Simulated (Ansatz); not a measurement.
Solid iodine, treated with r²SCAN+SOC (PAW; Ansatz, a first-principles code).

Settings: plane-wave cutoff 560 eV, 8×8×4 k mesh (along the axes of the cell as run), Fermi–Dirac smearing 0.01 eV, PAW data made under PBE.

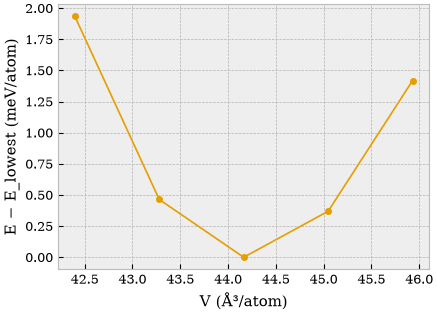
Fig. 1. Total energy against volume

### Question
From the curve, estimate the equilibrium volume and the bulk modulus.

### Answer
V0 ≈ 44.2 Å³/atom and B0 ≈ 7.5 GPa; the fit gives V0 = 44.185 Å³/atom, B0 = 7.49 GPa, B′ = 8.8.

Shape and atoms are relaxed at each volume.

Note: the cell comes from a level without a dispersion term, which matters for the spacing of layers, chains or molecules; the bulk modulus comes from volumes at which shape and atoms were relaxed.

The result took around 4 core-hours (rough).
